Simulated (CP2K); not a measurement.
**Two attempts at CH6InNO (SMILES N[CH](O)[InH2])**

Aim: a single-point energy of CH6InNO at PM6.

The calculation is run with CP2K 2026.2.

2 further runs of the same task are left out: 2 set aside as unsound or not needed.

**1. The structure to begin with**

CH6InNO: 10 atoms, total charge 0, spin state singlet. SMILES: `N[CH](O)[InH2]`. The shape comes from GFN2-xTB, which is rough for such elements, and wasn't checked as a minimum. This is one conformer, not always the lowest.

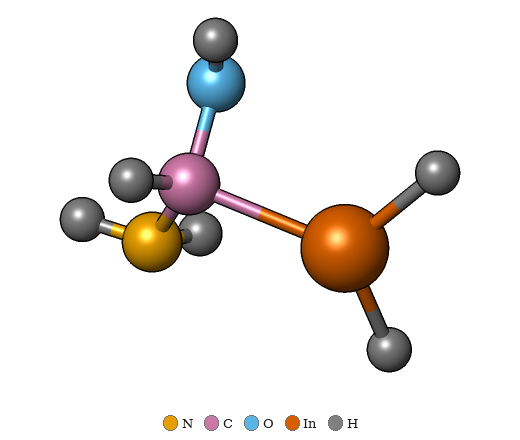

The structure, seen from a chosen angle (nitrogen amber, carbon pink, oxygen blue, indium orange, hydrogen grey).

**2. The input as first written**

mol.inp

```
&global
  project mol
  run_type ENERGY
  print_level MEDIUM
&end
&force_eval
  method QUICKSTEP
  &dft
    charge 1
    &qs
      method PM6
      eps_default 1.0E-10
      &se
        &coulomb
          cutoff [angstrom] 50
          rc_range [angstrom] 0
        &end
        &exchange
          cutoff [angstrom] 50
          rc_range [angstrom] 0
        &end
      &end
    &end
    &poisson
      periodic NONE
      poisson_solver ANALYTIC
    &end
    &scf
      scf_guess ATOMIC
      eps_scf 1.0E-06
      max_scf 30
      &ot
        minimizer DIIS
        preconditioner FULL_ALL
      &end
      &outer_scf
        eps_scf 1.0E-06
        max_scf 8
      &end
    &end
    &print
      &moments
        periodic F
        reference COM
        max_moment 1
      &end
      &mo_cubes
        nlumo 3
        nhomo -1
        write_cube F
      &end
      &hirshfeld OFF
      &end
    &end
  &end
  &subsys
    &cell
      abc 19.4 19.5 19.3
      periodic NONE
    &end
    &coord
      N     -1.192890     0.723900    -0.584890
      C      0.167140     0.653340    -0.170080
      O      0.984660    -0.017500    -1.153970
      In     0.146750    -0.933250     1.449490
      H     -1.487080    -0.192440    -0.915760
      H     -1.333270     1.386670    -1.345230
      H      0.551870     1.663780     0.003390
      H      1.900750     0.245860    -1.015000
      H     -1.370550    -1.703130     1.912220
      H      1.632620    -1.827230     1.819820
    &end
    &topology
      &center_coordinates
      &end
    &end
  &end
&end
```

The run is started by

```
$ OMP_NUM_THREADS=1 cp2k.psmp -i mol.inp > mol.out 2>&1
```

What it wrote:

```text
CP2K| version string:                                       CP2K version 2026.2
 CP2K| Input file name                                                   mol.inp

 GLOBAL| Basis set file name                                           BASIS_SET
 GLOBAL| Potential file name                                           POTENTIAL
 GLOBAL| Coordinate file name                                      __STD_INPUT__
 GLOBAL| Method name                                                        CP2K
 GLOBAL| Project name                                                        mol
 GLOBAL| Run type                                                         ENERGY
 GLOBAL| FFT library                                                       FFTW3
 GLOBAL| Diagonalization library                                       ScaLAPACK
 GLOBAL| Global print level                                               MEDIUM
 GLOBAL| Total number of message passing processes                             1
 GLOBAL| Number of threads for this process                                    1
 GLOBAL| CPU model name                                                  UNKNOWN

 CELL| Volume [angstrom^3]:                                          7301.190000
 CELL| Vector a [angstrom]:      19.400     0.000     0.000   |a| =    19.400000
 CELL| Vector b [angstrom]:       0.000    19.500     0.000   |b| =    19.500000
 CELL| Vector c [angstrom]:       0.000     0.000    19.300   |c| =    19.300000
 CELL| Angle (b,c), alpha [degree]:                                    90.000000
 CELL| Angle (a,c), beta  [degree]:                                    90.000000
 CELL| Angle (a,b), gamma [degree]:                                    90.000000
 CELL| Numerically orthorhombic:                                             YES
 CELL| Periodicity                                                          NONE

 GENERATE|  Preliminary Number of Bonds generated:                             0
 GENERATE|  Achieved consistency in connectivity generation.

                                   2008 - 2015

 SEMIEMPIRICAL|                             Coulomb Integral cutoff/taper values
 SEMIEMPIRICAL| Cutoff [a.u.]                                             94.486
 SEMIEMPIRICAL| Taper  [a.u.]                                             94.486
 SEMIEMPIRICAL| Range  [a.u.]                                              0.000

 SEMIEMPIRICAL|                            Exchange Integral cutoff/taper values
 SEMIEMPIRICAL| Cutoff [a.u.]                                             94.486
 SEMIEMPIRICAL| Taper  [a.u.]                                             94.486
 SEMIEMPIRICAL| Range  [a.u.]                                              0.000

 *******************************************************************************
 *   ___                                                                       *
 *  /   \                                                                      *
 * [ABORT]                                                                     *
 *  \___/            Use the LSD option for an odd number of electrons         *
 *    |                                                                        *
 *  O/|                                                                        *
 * /| |                                                                        *
 * / \                                                   qs_environment.F:2033 *
 *******************************************************************************

 ===== Routine Calling Stack =====

            2 qs_init_subsys
            1 CP2K

Program received signal SIGABRT: Process abort signal.

Backtrace for this error:
#0  0x4b9a0730f957 in ???
#1  0x4b9a27bc4cac in __pthread_kill_implementation
#2  0x4b9a27b6bfb7 in raise
#3  0x4b9a27b55d37 in abort
#4  0x4b9a079e2d83 in ???
#5  0x4b9a079e4297 in ???
#6  0x4b9a079e4497 in ???
#7  0x4b9a075b2323 in ???
#8  0x4b9a075b5af3 in ???
#9  0x4b9a073b546f in ???
#10  0x4b9a07c96783 in ???
#11  0x4b9a07c99d0b in ???
#12  0x4b9a073b0db3 in ???
#13  0x4b9a073aef13 in ???
#14  0x4b9a27b56573 in __libc_start_call_main
#15  0x4b9a27b56657 in __libc_start_main_impl
#16  0x4b9a073af06f in ???
#17  0xffffffffffffffff in ???
```

Run time: 0.18 s. Hardware: 1 thread of Arm Neoverse V2, shared host.

**3. What went wrong**

The run ended with an error.

The log says `\___/            Use the LSD option for an odd number of electrons`. What is wrong: the electron count doesn't fit the spin or reference typed: an even count needs an odd multiplicity, an odd count an even one. To mend it: charge 0 in place of 1. That is the species meant; for the charge typed, the multiplicity would have to change.

**4. Try two**

calc.inp

```
&GLOBAL
   PROJECT_NAME calc
   RUN_TYPE ENERGY
   PRINT_LEVEL MEDIUM
&END GLOBAL
&FORCE_EVAL
   METHOD QS
   &DFT
      CHARGE 0
      MULTIPLICITY 1
      &QS
         METHOD PM6
         EPS_DEFAULT 1.0E-10
         &SE
            &COULOMB
               CUTOFF [angstrom] 50
               RC_RANGE [angstrom] 0
            &END COULOMB
            &EXCHANGE
               CUTOFF [angstrom] 50
               RC_RANGE [angstrom] 0
            &END EXCHANGE
         &END SE
      &END QS
      &POISSON
         PERIODIC NONE
         POISSON_SOLVER ANALYTIC
      &END POISSON
      &SCF
         SCF_GUESS ATOMIC
         EPS_SCF 1.0E-06
         MAX_SCF 30
         &OT ON
            MINIMIZER DIIS
            PRECONDITIONER FULL_ALL
         &END OT
         &OUTER_SCF
            EPS_SCF 1.0E-06
            MAX_SCF 8
         &END OUTER_SCF
      &END SCF
      &PRINT
         &MOMENTS
            PERIODIC F
            REFERENCE COM
            MAX_MOMENT 1
         &END MOMENTS
         &MO_CUBES
            NLUMO 3
            NHOMO -1
            WRITE_CUBE F
         &END MO_CUBES
         &HIRSHFELD OFF
         &END HIRSHFELD
      &END PRINT
   &END DFT
   &SUBSYS
      &CELL
         ABC [angstrom] 19.4 19.5 19.3
         PERIODIC NONE
      &END CELL
      &COORD
         N     -1.192890     0.723900    -0.584890
         C      0.167140     0.653340    -0.170080
         O      0.984660    -0.017500    -1.153970
         In     0.146750    -0.933250     1.449490
         H     -1.487080    -0.192440    -0.915760
         H     -1.333270     1.386670    -1.345230
         H      0.551870     1.663780     0.003390
         H      1.900750     0.245860    -1.015000
         H     -1.370550    -1.703130     1.912220
         H      1.632620    -1.827230     1.819820
      &END COORD
      &TOPOLOGY
         &CENTER_COORDINATES
         &END CENTER_COORDINATES
      &END TOPOLOGY
   &END SUBSYS
&END FORCE_EVAL
```

The run is started by

```
$ OMP_NUM_THREADS=1 cp2k.psmp -i calc.inp > calc.out 2>&1
```

What it wrote:

```text
CP2K| version string:                                       CP2K version 2026.2
[...]
 GLOBAL| Method name                                                        CP2K
[...]
 GLOBAL| Run type                                                         ENERGY
[...]
                             - Atoms:                                         10
[...]
                             - Spherical basis functions:                     22
[...]
 Number of electrons:                                                         24
[...]
     1 OT DIIS     0.15E+00    0.0     0.34495004       -22.3081259094 -2.23E+01
[...]
     6 OT DIIS     0.15E+00    0.0     0.00000074       -26.7144683299 -5.21E-10
  *** SCF run converged in     6 steps ***
  Core-core repulsion energy [eV]:                           1449.68244846245761
  Core Hamiltonian energy [eV]:                             -1190.26868441707325
  Two-electron integral energy [eV]:                        -1972.70283258699442
  Electronic energy [eV]:                                   -2176.62010071057057
  Total energy [eV]:                                         -726.93765224811273
  Atomic reference energy [eV]:                               728.33305868396531
  Heat of formation [kcal/mol]:                                32.17883940844055
[...]
 SE_DIPOLE| Moment [Debye]         -0.98961376      -0.04162022      -1.27486436
 SE_DIPOLE| Derivative [a.u.]       0.00000000       0.00000000       0.00000000
 *** WARNING in qs_scf_post_se.F:140 :: Printing of MO cube files not ***
 *** implemented for Semi-Empirical method.                           ***
 ENERGY| Total FORCE_EVAL ( QS ) energy [hartree]            -26.714468329877491
[...]
```

Run time: 0.44 s. Hardware: 1 thread of Arm Neoverse V2, shared host.

**5. What came out**

Level: PM6.

```
         quantity          value
     total energy   -26.71447 Eh
    dipole moment         1.61 D
heat of formation  32.2 kcal/mol
```
